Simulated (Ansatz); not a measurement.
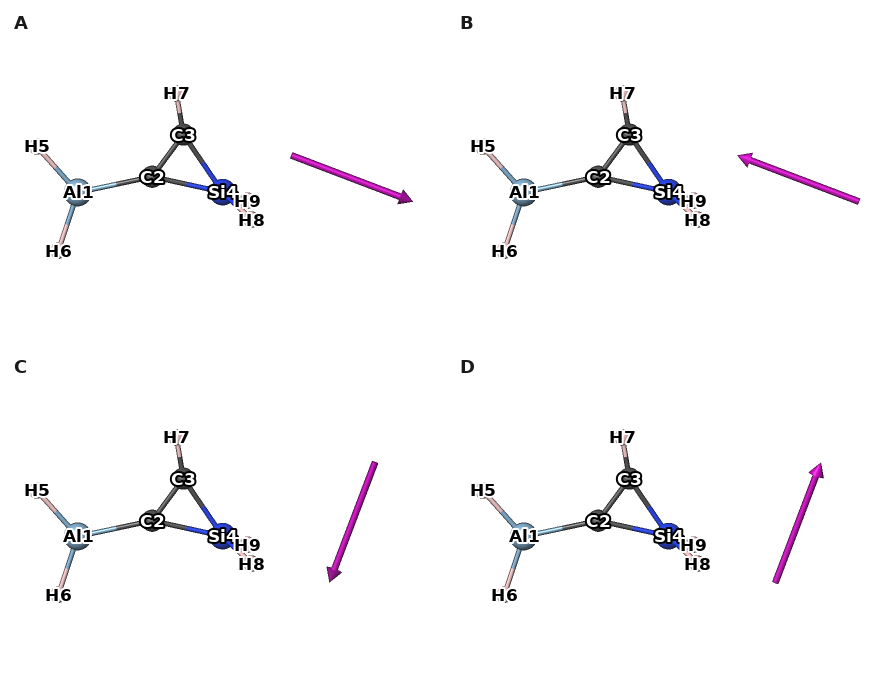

The same molecule four times, each with an arrow. The computed structure is the end point of a PBE0-D4/def2-TZVP optimisation. No frequency run is at hand to confirm it as a minimum. Properties computed with RKS PBE0-D4/def2-TZVP (Ansatz 0.2.0).

**Which arrow points along the dipole moment, from the negative to the positive end?**

D. The dipole moment is 0.38 D; it points from the side of H6 to the side of H7 (the outermost atoms at the two ends).
